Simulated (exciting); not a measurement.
# C K-edge absorption of LiCNO, all-electron BSE

Aim: the C K absorption edge of LiCNO with the electron–hole interaction treated explicitly, and what each term of the kernel does.

Main program and level: exciting sodium; X-ray absorption, core-level Bethe-Salpeter equation, exchange and statically screened direct term, Tamm-Dancoff, all-electron LAPW+lo LDA.

**1. The starting structure**

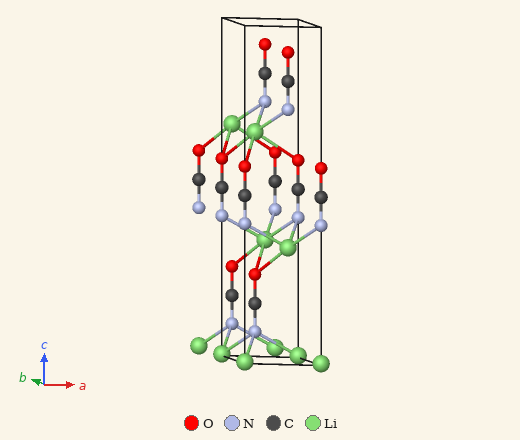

The cell as given, slightly off an axis (oxygen red, nitrogen light blue, carbon dark grey, lithium green). 1×2×1 cells are drawn. This picture shows the conventional cell, with its axes. Bonds to atoms that aren't drawn are left out. Some periodic images of atoms are drawn too.

Coordinates:

```cif
data_structure
_symmetry_space_group_name_H-M 'P 1'
_symmetry_Int_Tables_number 1
_cell_length_a 5.1265
_cell_length_b 5.1265
_cell_length_c 5.1265
_cell_angle_alpha 37.409
_cell_angle_beta 37.409
_cell_angle_gamma 37.409
_cell_volume 44.58
loop_
_atom_site_label
_atom_site_type_symbol
_atom_site_fract_x
_atom_site_fract_y
_atom_site_fract_z
_atom_site_occupancy
O1 O 0.58332 0.58332 0.58332 1
N2 N 0.41396 0.41396 0.41396 1
C3 C 0.49746 0.49746 0.49746 1
Li4 Li 0.00526 0.00526 0.00526 1
```

Differences between curves are given as r.m.s. difference over r.m.s. height.

**2. Ground state**

The species files are the program's own, with muffin-tin radii set in the input.

input.xml

```
<input>
  <title>LiCNO</title>
  <structure speciespath="." autormt="false" epslat="1.0e-5">
    <crystal>
      <basevect>3.1066874129 1.7936468141 8.9989777145</basevect>
      <basevect>-3.1066874129 1.7936468141 8.9989777145</basevect>
      <basevect>0.0000000000 -3.5872936282 8.9989777145</basevect>
    </crystal>
    <species speciesfile="O.xml" rmt="1.155">
      <atom coord="0.5833190000 0.5833190000 0.5833190000"/>
    </species>
    <species speciesfile="N.xml" rmt="1.093">
      <atom coord="0.4139600000 0.4139600000 0.4139600000"/>
    </species>
    <species speciesfile="C.xml" rmt="1.093">
      <atom coord="0.4974620000 0.4974620000 0.4974620000"/>
    </species>
    <species speciesfile="Li.xml" rmt="1.585">
      <atom coord="0.0052590000 0.0052590000 0.0052590000"/>
    </species>
  </structure>
  <groundstate do="fromscratch" xctype="LDA_PW" ngridk="4 4 4" rgkmax="7" gmaxvr="17" nempty="8" swidth="0.001" maxscl="100" epsengy="1e-5"/>
</input>
```

Launch:

```console
> OMP_NUM_THREADS=1 mpirun -n 4 exciting
```

Numbers of over 12 decimals in the logs are rounded to 6 here.

What it wrote:

```text
EXCITING SODIUM started
********************************************************************************
* Ground-state run starting from atomic densities                              *
********************************************************************************
+ Starting initialization                                                      +
[... lattice and species ...]
 Spin treatment                             :    spin-unpolarised
 Number of Bravais lattice symmetries       :      12
[...]
valence-band maximum at   17      0.5000  0.5000  0.5000
     conduction-band minimum at    1      0.0000  0.0000  0.0000
+ Self-consistent loop stopped                                                 +
 STATE.OUT is written
********************************************************************************
* Groundstate module stopped                                                   *
********************************************************************************
 Total time spent (seconds)                 :       226.71
| EXCITING SODIUM stopped                                                      =
[key lines of the parts left out:]
Total energy                               :      -174.49018611
Fermi energy                               :         0.10688804
```

Elapsed: 3.8 min, on 4 MPI ranks of Intel Xeon at 2.70GHz, shared host.

The mesh shows a gap of 4.49 eV. Core levels (Dirac, from the valence top):

```tsv
atom	level	energy (eV)
O	1s1/2	-501.6
N	1s1/2	-370.8
C	1s1/2	-262.8
```

**3. A richer basis for the empty states**

Each species file gets more local orbitals, built from u and its energy derivative at 0.15 Ha and u at 0.9 Ha.

input.xml is that of step 2.

SPECIES.xml, added lines

```
<lo l="L">  <!-- L = 0, 1, 2 -->
  <wf matchingOrder="0" trialEnergy="0.1500" searchE="false"/>
  <wf matchingOrder="1" trialEnergy="0.1500" searchE="false"/>
  <wf matchingOrder="0" trialEnergy="0.9000" searchE="false"/>
</lo>
```

Launch:

```console
> OMP_NUM_THREADS=1 mpirun -n 4 exciting
```

What it wrote:

```text
EXCITING SODIUM started
********************************************************************************
* Ground-state run starting from atomic densities                              *
********************************************************************************
+ Starting initialization                                                      +
[... lattice and species ...]
 Spin treatment                             :    spin-unpolarised
 Number of Bravais lattice symmetries       :      12
[...]
valence-band maximum at   17      0.5000  0.5000  0.5000
     conduction-band minimum at    1      0.0000  0.0000  0.0000
+ Self-consistent loop stopped                                                 +
 STATE.OUT is written
********************************************************************************
* Groundstate module stopped                                                   *
********************************************************************************
 Total time spent (seconds)                 :       255.76
| EXCITING SODIUM stopped                                                      =
[key lines of the parts left out:]
Total energy                               :      -174.49074961
Fermi energy                               :         0.10701507
```

Wall time 4.3 min (4 MPI ranks).

Against the first ground state the total energy moves by -4 meV an atom and the gap by 0.00 eV.

**4. Screening, kernels and BSE for C atom 3**

The absorber has 1 N at 1.19 Å and 1 O at 1.23 Å (linear, site symmetry 3m).

Edit input.xml of step 3 so:

```diff
@@ -21,3 +21,20 @@
   </structure>
-  <groundstate do="fromscratch" xctype="LDA_PW" ngridk="4 4 4" rgkmax="7" gmaxvr="17" nempty="8" swidth="0.001" maxscl="100" epsengy="1e-5"/>
+  <groundstate do="skip" xctype="LDA_PW" ngridk="4 4 4" rgkmax="7" gmaxvr="17" nempty="8" swidth="0.001" maxscl="100" epsengy="1e-5"/>
+  <xs xstype="BSE" ngridk="4 4 4" ngridq="4 4 4" vkloff="0.097 0.273 0.493" rgkmax="7" nempty="22" gqmax="3" lmaxapwwf="5" lmaxemat="2" broad="0.01654" tevout="true">
+    <energywindow intv="9.381 10.998" points="439"/>
+    <screening screentype="full" nempty="40"/>
+    <BSE xas="true" xasspecies="3" xasatom="1" xasedge="K" bsetype="singlet" nstlxas="1 18"/>
+    <qpointset>
+      <qpoint>0 0 0</qpoint>
+    </qpointset>
+    <plan>
+      <doonly task="xsgeneigvec"/>
+      <doonly task="writepmatxs"/>
+      <doonly task="scrgeneigvec"/>
+      <doonly task="scrwritepmat"/>
+      <doonly task="screen"/>
+      <doonly task="scrcoulint"/>
+      <doonly task="exccoulint"/>
+    </plan>
+  </xs>
 </input>
```

input.xml for the last start (plan only)

```
  <plan>
    <doonly task="bse"/>
  </plan>
```

Launch:

```console
> OMP_NUM_THREADS=1 mpirun -n 4 exciting
> OMP_NUM_THREADS=4 exciting
```

What it wrote:

```text
| EXCITING SODIUM started for task xsgeneigvec ( 301)                          =
One-shot GS runs for BSE calculations
One-shot GS runs for k+qmt/2 grids
Info(xsgeneigvec): Generating eigenvectors for Q-point      1
Info(xsgeneigvec): Generation of eigenvectors finished
| EXCITING SODIUM started for task writepmatxs ( 320)                          =
Info(writepmatxs): Momentum matrix elements finished
| EXCITING SODIUM started for task scrgeneigvec ( 401)                         =
One-shot GS runs for BSE calculations
One-shot GS runs for k+qmt/2 grids
[...]
Info(setup_bse_block): Setting up RR part of hamiltonian
Info(setup_bse_block): Singlet spin state
Info(bse): Diagonalizing RR Hamiltonian (TDA)
Info(bse): Invoking Lapack routine ZHEEVR
      2304 eigen solutions found in the interval:
         i1=       1 i2=    2304
Info(bse): Writing excition energies and oscillator strengths to text file.
Info(makespectrum_dist): Making spectrum using formula for coupling with time reversed AR basis.
Info(makespectrum_dist): Using formalism for vanishing momentum transfer.
Info(writederived): Writing quantities derived from the macroscopic dielectric function.
Info(bselauncher): Spectrum finished for iqmt=  1
Info(bselauncher): All done for BSE type singlet
```

Elapsed: 28 min, on 4 MPI ranks.

Wall time by task: xsgeneigvec 67 s, writepmatxs 10 s, scrgeneigvec 69 s, scrwritepmat 11 s, screen 6.9 min, scrcoulint 13 min, exccoulint 4.5 min, bse 14 s.

The C K spectrum of C atom 3 (energy from the Kohn–Sham onset, core level to the lowest empty state found on the meshes used, 267.27 eV; the ground-state mesh sets it, and the shifted mesh has its lowest transition 0.27 eV above it; Im ε scaled to the maximum of the singlet run; cut below the end of the band set):

```tsv
E (eV)	isotropic	ε ⊥ c	ε ∥ c
-8.0	0.02	0.03	0.00
-7.0	0.05	0.07	0.00
-6.0	0.15	0.22	0.00
-5.0	0.96	1.43	0.00
-4.0	0.20	0.30	0.00
-3.0	0.06	0.08	0.01
-2.0	0.04	0.04	0.05
-1.0	0.03	0.03	0.02
0.0	0.05	0.06	0.03
1.0	0.04	0.04	0.03
2.0	0.03	0.03	0.03
3.0	0.03	0.03	0.05
4.0	0.04	0.03	0.06
5.0	0.04	0.03	0.06
6.0	0.04	0.03	0.06
7.0	0.04	0.03	0.06
8.0	0.06	0.06	0.05
9.0	0.08	0.08	0.09
10.0	0.07	0.07	0.07
11.0	0.05	0.04	0.06
12.0	0.06	0.05	0.08
13.0	0.05	0.03	0.07
14.0	0.08	0.05	0.13
15.0	0.08	0.03	0.16
16.0	0.07	0.02	0.16
17.0	0.10	0.02	0.26
18.0	0.08	0.02	0.19
19.0	0.07	0.02	0.16
```

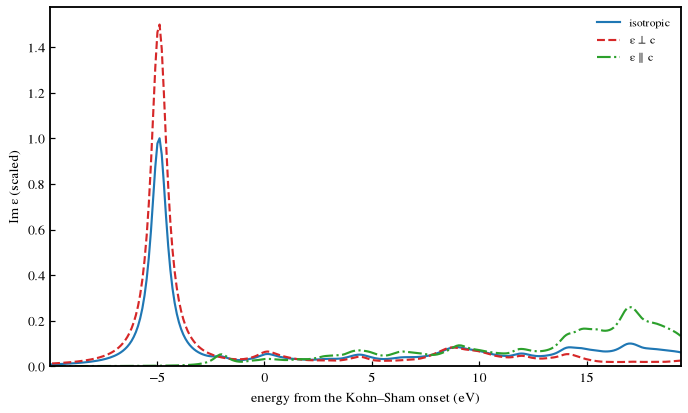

The C K edge of C atom 3.

Maxima (height): -4.9 eV (1.00).

The Hamiltonian has 2304 rows. The lowest groups of eigenvalues and the brightest ones, on the scale above (the program counts from the shifted mesh's onset, 0.27 eV higher). Core spinors bring spin-forbidden partners, so dark means forbidden by spin or by symmetry, and the shifted mesh splits states that symmetry would keep together:

```tsv
energy (eV)	states within 10 meV	relative strength
-5.191	2	dark
-4.908	2	1.00
-2.021	1	dark
-2.005	1	0.016
-0.626	2	0.0046
-0.547	2	6.2e-4
0.076	1	0.0065
8.735	2	0.0075
16.896	2	0.011
17.209	2	0.0096
17.282	2	0.011
```

**5. Independent particles**

Edit input.xml of step 4 so:

```diff
@@ -25,3 +25,3 @@
     <screening screentype="full" nempty="40"/>
-    <BSE xas="true" xasspecies="3" xasatom="1" xasedge="K" bsetype="singlet" nstlxas="1 18"/>
+    <BSE xas="true" xasspecies="3" xasatom="1" xasedge="K" bsetype="IP" nstlxas="1 18"/>
     <qpointset>
@@ -30,9 +30,3 @@
     <plan>
-      <doonly task="xsgeneigvec"/>
-      <doonly task="writepmatxs"/>
-      <doonly task="scrgeneigvec"/>
-      <doonly task="scrwritepmat"/>
-      <doonly task="screen"/>
-      <doonly task="scrcoulint"/>
-      <doonly task="exccoulint"/>
+      <doonly task="bse"/>
     </plan>
```

Launch:

```console
> OMP_NUM_THREADS=4 exciting
```

What it wrote:

```text
| EXCITING SODIUM started for task bse ( 445)                                  =
Info(bselauncher): Init time:    0.703838
Info(bselauncher): Setting up and diagonalizing BSE Hamiltonian.
Info(bselauncher): Using momentum transfer vectors from list :   1 to  1
Info(bselauncher): Distributing qmt-points over   1 processes.
Info(bselauncher): BSE type: IP
Info(bselauncher): Momentum transfer list index: iqmt=  1
Info(bselauncher): Momentum transfer: vqmtl=   0.000   0.000   0.000
Info(bse): Inspecting occupations...
Info(setranges_modxs): Number of non-reduced k-points:       64
[...]
highest unoccupied state:  27
  Opening gap with a scissor of:      0.000/H      0.000/eV
Info(select_transitions): Number of participating transitions:    2304
Info(bse): Selecting transitions...
Info(bse):bsegap (eV):   267.535525
Info(bse): IP requested, nothing much to do
Info(bse): Writing excition energies and oscillator strengths to text file.
Info(makespectrum_dist): Making spectrum using formula for coupling with time reversed AR basis.
Info(makespectrum_dist): Using formalism for vanishing momentum transfer.
Info(writederived): Writing quantities derived from the macroscopic dielectric function.
Info(bselauncher): Spectrum finished for iqmt=  1
Info(bselauncher): All done for BSE type IP
```

It took 3 s on 4 threads.

Maxima (height): 2.7 eV (0.44), 11.8 eV (0.10), 13.6 eV (0.08) and 15.8 eV (0.09). The spectrum differs from the singlet run by 111 % r.m.s. Moving the earlier curve by +7.5 eV leaves 48 %. The highest maximum lies at 2.7 eV (0.44), against -4.9 eV (1.00).

**6. Exchange alone**

Edit input.xml of step 5 so:

```diff
@@ -25,3 +25,3 @@
     <screening screentype="full" nempty="40"/>
-    <BSE xas="true" xasspecies="3" xasatom="1" xasedge="K" bsetype="IP" nstlxas="1 18"/>
+    <BSE xas="true" xasspecies="3" xasatom="1" xasedge="K" bsetype="RPA" nstlxas="1 18"/>
     <qpointset>
```

Launch:

```console
> OMP_NUM_THREADS=4 exciting
```

What it wrote:

```text
| EXCITING SODIUM started for task bse ( 445)                                  =
Info(bselauncher): Init time:    0.911188
Info(bselauncher): Setting up and diagonalizing BSE Hamiltonian.
Info(bselauncher): Using momentum transfer vectors from list :   1 to  1
Info(bselauncher): Distributing qmt-points over   1 processes.
Info(bselauncher): BSE type: RPA
Info(bselauncher): Momentum transfer list index: iqmt=  1
Info(bselauncher): Momentum transfer: vqmtl=   0.000   0.000   0.000
Info(bse): Inspecting occupations...
Info(setranges_modxs): Number of non-reduced k-points:       64
[...]
Info(setup_bse_block): Setting up RR part of hamiltonian
Info(setup_bse_block): Using RPA approximation
Info(bse): Diagonalizing RR Hamiltonian (TDA)
Info(bse): Invoking Lapack routine ZHEEVR
      2304 eigen solutions found in the interval:
         i1=       1 i2=    2304
Info(bse): Writing excition energies and oscillator strengths to text file.
Info(makespectrum_dist): Making spectrum using formula for coupling with time reversed AR basis.
Info(makespectrum_dist): Using formalism for vanishing momentum transfer.
Info(writederived): Writing quantities derived from the macroscopic dielectric function.
Info(bselauncher): Spectrum finished for iqmt=  1
Info(bselauncher): All done for BSE type RPA
```

Wall time 16 s (4 threads).

Maxima (height): 3.0 eV (0.46), 11.8 eV (0.10), 13.6 eV (0.09) and 15.9 eV (0.09). Against the independent-particle run the r.m.s. difference is 18 %. Moving the earlier curve by +0.2 eV leaves 7 %. The highest maximum lies at 3.0 eV (0.46), against 2.7 eV (0.44).

**7. From independent particles to the full kernel**

```tsv
level	curve passes 0.15 (eV)	highest maximum (eV)	its height
IP	0.9	2.7	0.44
RPA	1.1	3.0	0.46
singlet	-6.0	-4.9	1.00
```

```tsv
E (eV)	IP	RPA	singlet
-8.0	0.00	0.00	0.02
-7.0	0.00	0.00	0.05
-6.0	0.00	0.00	0.15
-5.0	0.00	0.00	0.96
-4.0	0.00	0.00	0.20
-3.0	0.01	0.01	0.06
-2.0	0.01	0.01	0.04
-1.0	0.02	0.02	0.03
0.0	0.04	0.03	0.05
1.0	0.18	0.13	0.04
2.0	0.32	0.26	0.03
3.0	0.40	0.46	0.03
4.0	0.11	0.13	0.04
5.0	0.04	0.05	0.04
6.0	0.04	0.04	0.04
7.0	0.05	0.05	0.04
8.0	0.05	0.05	0.06
9.0	0.04	0.04	0.08
10.0	0.04	0.03	0.07
11.0	0.07	0.07	0.05
12.0	0.10	0.10	0.06
13.0	0.07	0.07	0.05
14.0	0.07	0.07	0.08
15.0	0.06	0.06	0.08
16.0	0.09	0.09	0.07
17.0	0.06	0.06	0.10
18.0	0.05	0.05	0.08
19.0	0.06	0.06	0.07
```

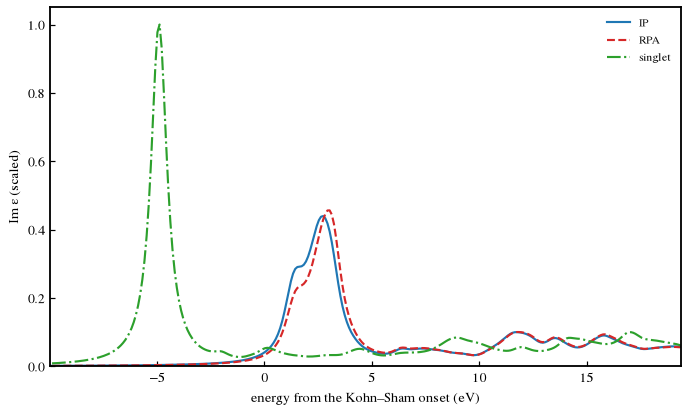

The spectrum at each level.

**8. What came out**

```json
{"absorber and edge": "C K, atom 3", "surroundings": "1 N at 1.19 Å and 1 O at 1.23 Å (linear, site symmetry 3m)", "first bright state": "-4.91 eV from the Kohn–Sham onset, on this mesh", "highest maximum": "-4.9 eV", "cost of the BSE run": "28 min on 4 MPI ranks of Intel Xeon at 2.70GHz, shared host; the last task ran on as many threads"}
```

What this shows: Is a core exciton bound? Yes on this mesh: the first bright state (over 5 % of the brightest) lies at -4.91 eV from the Kohn–Sham onset and at -5.18 eV from the lowest bare transition of its own mesh; weaker or dark states reach down to -5.19 eV. Exchange alone changes the independent-particle spectrum by 18 % r.m.s. With 64 k points the binding energies are rough, and fine structure above the first lines is partly noise of the mesh. Exchange and the short-range direct term aren't converged in the kernel cutoff. The zero comes from the unshifted 4×4×4 ground-state mesh; it is exact only where the band minimum lies on that mesh. The Kohn–Sham onset, 267 eV, is no photon energy (tabulated edge of the element: 284.2 eV): the scale needs a rigid shift. Bands and screening come from semilocal DFT, whose small gap overscreens. Vibrations and energy-dependent lifetimes are left out. The structure is a Materials Project entry, computed there, and may be a hypothetical form.

[Banner, clock and machine lines of the logs are left out without a mark of their own.]

[Logs are printed without paths, hosts, clocks, repeated set-up lines and the standing remarks that a program may print on its own settings, such as how far it seeks lower states.]

[Hosts, paths, dates, database ids (printed as entryN), source tags and the programs' standing remarks are cut or masked in the printed files.]
